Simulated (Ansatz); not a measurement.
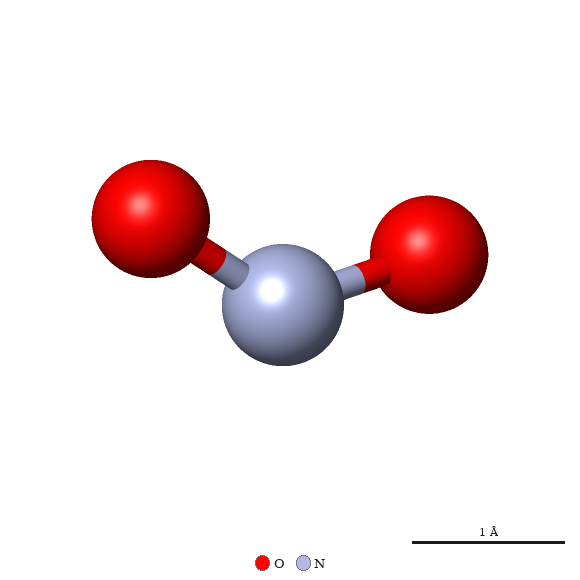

Every bond is drawn as one stick, whatever its order.

Charge 0, doublet. The geometry was computed by an optimisation with PBE0-D4/def2-TZVP.

> What is the molecular formula?

NO₂, 3 atoms: 1 nitrogen and 2 oxygen.

> Give the symmetry (Schoenflies symbol).

C2v.

The parts below concern this one geometry. Atoms keep their numbers from picture to picture.

## Shape

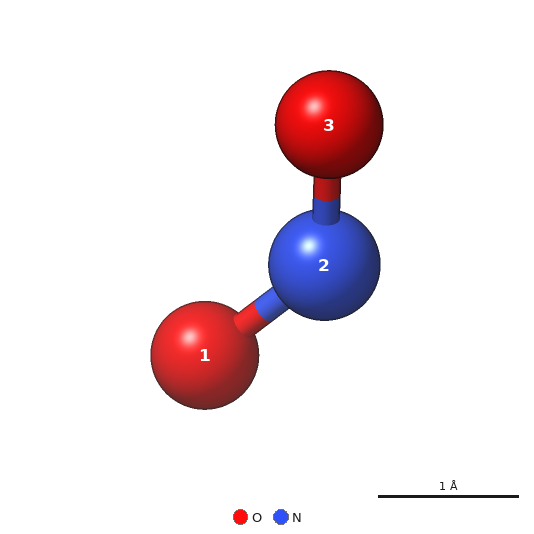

Atoms carry their numbers in the input.

Which atoms are bonded, and how long are the bonds?

| bond | length (Å) | order |
| --- | --- | --- |
| O1–N2 | 1.183 | delocalised |
| N2–O3 | 1.183 | delocalised |

## Vibrations

Harmonic vibrations computed with UKS PBE0-D4/def2-TZVP (Ansatz 0.2.0) at a stationary point of the same level.

> List the wavenumbers.

3 modes: 782, 1443, 1783 cm⁻¹.

## Electronic properties

Method: UKS r2SCAN0-D4/def2-TZVPP (Ansatz 0.2.0).

Predict the main results.

- HOMO energy (Kohn–Sham orbital): −8.64 eV
- ⟨S²⟩ of the determinant: 0.757

## Dipole moment

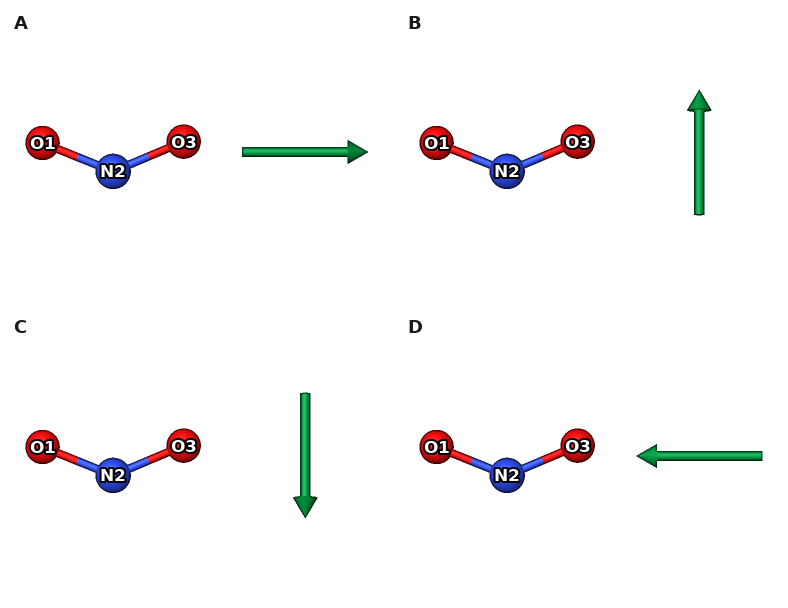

The same molecule four times, each with an arrow. Method: UKS PBE0-D4/def2-TZVP (Ansatz 0.2.0).

> Which arrow points along the dipole moment, from the negative to the positive end?

C. The dipole moment is 0.34 D; it points from the side of O1, O3 to the side of N2 (the outermost atoms at the two ends).

## Charges

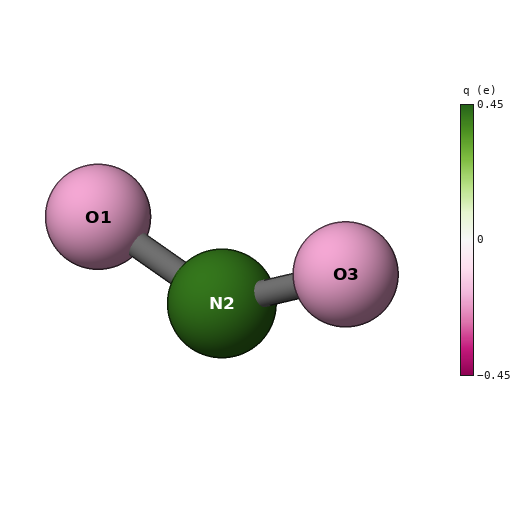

Atoms are coloured by their Mulliken charges. Method: UKS r2SCAN-D4/def2-TZVPP (Ansatz 0.2.0).

Give the Mulliken charges atom by atom.

| atom | value (e) |
| --- | --- |
| O1 | −0.21 |
| N2 | 0.42 |
| O3 | −0.21 |

Mulliken values depend strongly on the basis set and can even reverse the polarity of a bond.
